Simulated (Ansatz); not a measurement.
# Debugging a many-body input for BaTiO3 (Barioperovskite)

Aim: the G0W0 gap of BaTiO3 (Barioperovskite). The first input has a fault.

Program: Ansatz 0.2.0. Level of theory: G0W0 on LDA, plane waves, PAW. Results are calculated unless marked as measured.

## Step 1: Starting point

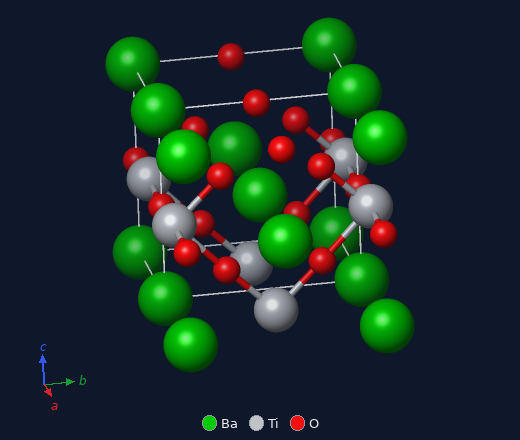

The starting structure, seen slightly off an axis (barium green, titanium light grey, oxygen red). 2×1×1 cells are drawn. This picture shows the conventional cell, with its axes. Some periodic images of atoms are drawn too.

The cell and positions come from the Crystallography Open Database and are kept as given unless a step says otherwise. Spin-orbit coupling is left out unless a step names it. The default PAW set here is soft_2. Its files were made with PBE.

## Step 2: First try

Contents of input.yaml:

```yaml
crystal:
  lattice:
    - [3.9855, 0.0, 0.0]
    - [0.0, 2.8369, 2.84515]
    - [0.0, -2.8369, 2.84515]
  atoms:
    - { symbol: Ba, position: [0.0, 0.0, 0.0] }
    - { symbol: Ti, position: [0.5, 0.5124, 0.5124] }
    - { symbol: O, position: [0.0, 0.4874, 0.4874] }
    - { symbol: O, position: [0.5, 0.50524, 0.99184] }
    - { symbol: O, position: [0.5, 0.99184, 0.50524] }
kpoints:
  mp_grid: { grid: [4, 4, 4] }
hamiltonian:
  xc: lda
scf:
  occupations: { method: fixed }
gw:
  n_empty_bands: 67
  ecut_chi: 60
  qp_bands: [v2, c2]
  qp_kpoints: [[0.137, 0.291, 0]]
  screening: { model: contour_deformation }
```

The run is started by

```
$ ansatz run input.yaml --threads 3 --pin off --max-ram 92160MiB --backend cpu --events-out ev --progress --plain --runs-dir out
```

Numbers of over 12 decimals in the logs are rounded to 6 here.

The log of the run:

```text
Error: invalid value for `gw.qp_kpoints`: the listed point [0.137, 0.291, 0.0] is no point of the k-mesh [4, 4, 4] (kpoints.mp_grid); the nearest is [0.25, 0.25, 0.0]
```

Elapsed: 0.14 s, on 3 threads of AMD EPYC 7R13 (Zen 3), shared host; peak memory 0.12 GiB.

Q: What is the fault?

The program refused the input before any cycle.

The program's message: “Error: invalid value for `gw.qp_kpoints`: the listed point [0.137, 0.291, 0.0] is no point of the k-mesh [4, 4, 4] (kpoints.mp_grid); the nearest is [0.25, 0.25, 0.0]”

The fault: point off the mesh. Quasiparticle levels are computed on points of the mesh alone.

## Step 3: A better input

G0W0 replaces the xc potential by the self-energy, built once from these orbitals. Only a window of levels is corrected, while the sums run over the empty bands that the input names.

input.yaml: that of step 2 with these lines changed.

```diff
@@ -18,6 +18,6 @@
 gw:
-  n_empty_bands: 67
-  ecut_chi: 60
+  n_empty_bands: 83
+  ecut_chi: 69
   qp_bands: [v2, c2]
-  qp_kpoints: [[0.137, 0.291, 0]]
+  qp_kpoints: band_edges
   screening: { model: contour_deformation }
```

The run is started by

```
$ ansatz run input.yaml --threads 3 --pin off --max-ram 92160MiB --backend cuda --events-out ev --progress --plain --runs-dir out --devices 1 --max-vram 13GiB
```

The log of the run:

```text
GPUs: using 1 of 1 available (devices: 1).
[...]
device memory: the entry about to start is reckoned to put 0.7 GiB on a device that reports 56.8 GiB free (of which the cap on the GPU budget leaves the run 13.0 GiB)
GPU FFT provider: cuFFT
GPU libraries: cuBLAS 13.8.2, cuFFT 12.4.0, cuSOLVER 12.3.4
Crystal: 5 atoms, lattice volume = 64.337 Å³
Basis set: ecut = 420 eV, 1249 PW (Γ)
Bands: 25, of which v1, the nominal top of the filled ones, is band 20 counted from 1 (19 counted from 0)
Symmetry: 4 space group operations
[...]
k-points: 21 of 64 (time reversal used)
[...]
GPU buffer pool allocated for 19683 grid points (all kernels)
GPU transforms: local potential and band sums: pruned to the plane-wave sphere, on 27×27×27
[...]
SCF iter   1: F=—  HF=-9904.434224 eV  |F-HF|=—  |Δ(HF+E_count)|=         —  Δρ=1.89e-2  dr2=2.25e-1  ethr=1.77e-3  ⟨swp⟩=4.3  Hψ=2240  notcnv=0  defer=25
[...]
5    21     12.5825   -13.8841    -6.2837   -21.9479  0.7177    14.4702    14.3626  root ?
     5    22     12.8386   -14.3817    -6.2516   -22.4011  0.7114    14.7175    14.6064  root ?
[...]
6    21     13.4285   -14.7358    -6.8377   -23.3563  0.6916    15.3513    15.2111  root ?
     6    22     13.4890   -14.7291    -6.8669   -23.3776  0.6910    15.4116    15.2706  root ?
[...]
18    19      9.3593   -25.1407     4.9497   -20.2654  0.7160     9.4336     9.4337  root
    18    20      9.8490   -25.6963     4.9925   -20.8309  0.7190     9.9758     9.9761  root
    18    21     13.7389   -14.6895    -7.0807   -23.5443  0.6853    15.6632    15.5130  root ?
    18    22     13.7406   -14.7168    -7.0625   -23.5490  0.6855    15.6592    15.5103  root ?
    20    19      9.8648   -25.7593     5.0009   -20.8941  0.7191    10.0001    10.0005  root
    20    20      9.8753   -25.7542     4.9928   -20.8989  0.7191    10.0124    10.0128  root
    20    21     14.0510   -14.6758    -7.4123   -23.8535  0.6743    15.9750    15.8164  root ?
    20    22     14.0927   -14.7025    -7.4899   -23.9588  0.6716    16.0215    15.8591  root ?
[key lines of the parts left out:]
SCF converged after 8 iterations
Free energy (F): -9904.388729 eV
Fermi energy:    9.875320 eV
```

It took 11 s on 1 × NVIDIA H100 80GB HBM3 (shared by 6 runs) with 3 threads; peak memory 1.1 GiB; 15 s of CPU time.

This step gave:

- bands summed: 103
- RPA ε∞ on this mesh (eigenvalues): 6.584, 6.649, 6.716
- plane waves in the screening matrix: 81
- q-points in the mesh: 64
- G0W0 gap on the mesh: 3.456 eV
- k of the valence top: -0.5, -0.5, -0.5
- k of the conduction bottom: 0, 0, 0
- starting gap on the mesh: 1.817 eV
- Z at the valence top: 0.7191
- Z at the conduction bottom: 0.7379
- least direct G0W0 gap on the computed points: 3.586 eV

The gap on the mesh goes from 1.82 eV to 3.46 eV, a correction of +1.64 eV. Between the two edge states, bare exchange in place of the xc potential would open the gap by 12.79 eV, and correlation takes back 11.15 eV.

## Step 4: Results

- first try: refused after 0.14 s
- better run: G0W0 gap on the mesh 3.46 eV (4×4×4 mesh, 83 empty bands, screening to 69 eV)

The second run differs in: empty bands, screening cutoff (eV) and points asked. Bands and cutoff are finite, so the gap is not at the basis limit. The miss can reach some tenths of an eV and take either sign; the mesh is an error of its own. The 4×4×4 mesh is coarse for this cell (its supercell is 16 Å along the shortest edge). The RPA ε∞ on it, from the LDA start, is 6.58, 6.65 and 6.72; such meshes misread the long-range screening, most where the gap is narrow. The many-body steps are scalar-relativistic: spin-orbit coupling is not in them.

[Paths, hosts, dates, memory and timing lines, banners, echoed tables and standing remarks are left out of the program output.]

[Logs are printed without paths, hosts, clocks, repeated set-up lines and the standing remarks that a program may print on its own settings, such as how far it seeks lower states.]

[Runs of the session that timed out or met a known fault of the program may be left out.]

[Cells called generated may have been cut or substituted from an entry of the Crystallography Open Database or the Materials Project.]

[Hosts, paths, dates, database ids (printed as entryN), source tags and the programs' standing remarks are cut or masked in the printed files.]
